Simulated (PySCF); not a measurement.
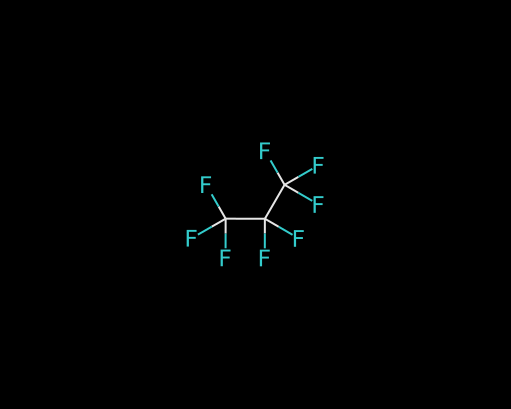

Skeletal drawing of a molecule.

**Write the SMILES.**

FC(F)(F)C(F)(F)C(F)(F)F

**Give the formula, hydrogens included.**

C3F8.

**An optimisation with GFN2-xTB gave a structure of which point group?**

C2v.

More results for the same structure follow; atom numbers are the same in all pictures, views and colours differ. Computed geometry: GFN2-xTB optimisation. No frequency run is at hand to confirm it as a minimum.

**Electronic properties**

No frequency run is at hand to confirm it as a minimum. Method: PBE0/pcSseg-1, gas phase (PySCF 2.14.0).

What does the calculation give?

- dipole moment: 0.01 D
- HOMO energy (Kohn–Sham orbital): −10.98 eV
- LUMO energy (Kohn–Sham orbital): 0.96 eV
- HOMO–LUMO gap: 11.93 eV

**NMR shielding**

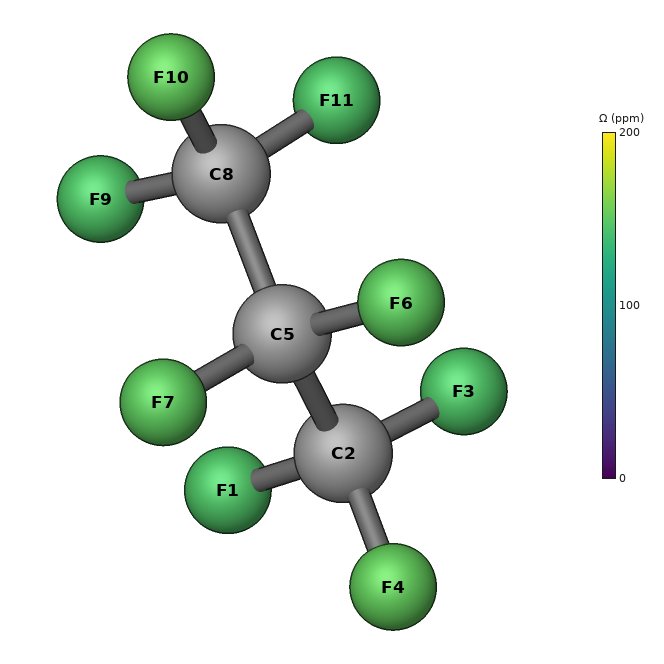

The F atoms are coloured by the span of their shielding tensor. No frequency run is at hand to confirm it as a minimum. Method: GIAO PBE0/pcSseg-1 NMR shielding, non-relativistic, gas phase (PySCF 2.14.0). Principal shieldings σ11 ≤ σ22 ≤ σ33, span Ω = σ33 − σ11, skew κ = 3(σiso − σ22)/Ω.

Give the shielding tensors of the F atoms.

| atom | σ11 | σ22 | σ33 | σiso | Ω | κ |
| --- | --- | --- | --- | --- | --- | --- |
| F1, F3, F9… | 191.9 | 261.5 | 337.7 | 263.7 | 145.7 | 0.05 |
| F4, F10 | 198.0 | 265.1 | 350.5 | 271.2 | 152.5 | 0.12 |
| F6, F7 | 227.5 | 353.8 | 378.6 | 320.0 | 151.0 | −0.67 |

Shieldings and span in ppm.

**Bond orders**

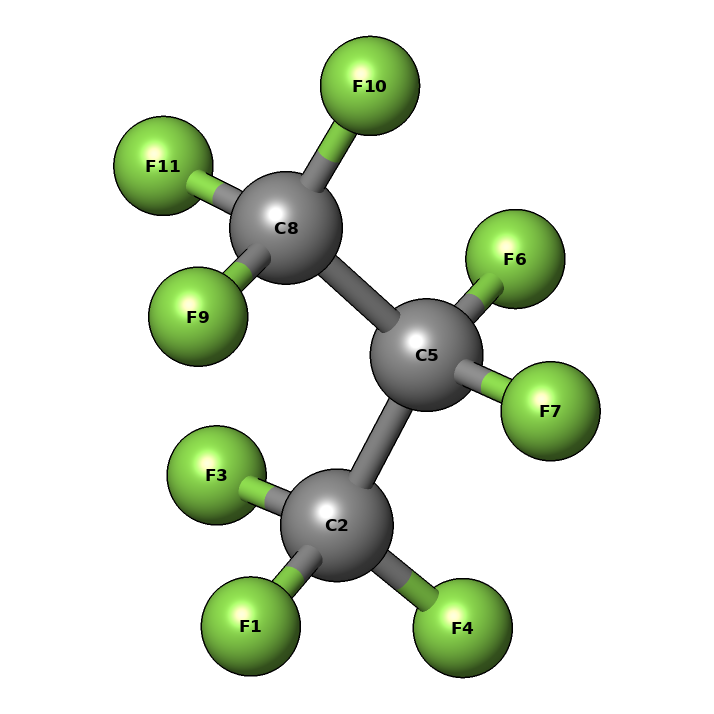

Every bond is drawn as one stick. No frequency run is at hand to confirm it as a minimum. Method: PBE0/pcSseg-1 (PySCF 2.14.0).

List the Mayer bond orders of C5–F6, C2–C5, C2–F4, F1–C2 (one bond of each equivalent set).

```json
{"bond": "C5–F6", "Mayer order": "0.97", "length (Å)": "1.344"}
{"bond": "C2–C5", "Mayer order": "0.88", "length (Å)": "1.559"}
{"bond": "C2–F4", "Mayer order": "1.03", "length (Å)": "1.325"}
{"bond": "F1–C2", "Mayer order": "1.03", "length (Å)": "1.328"}
```
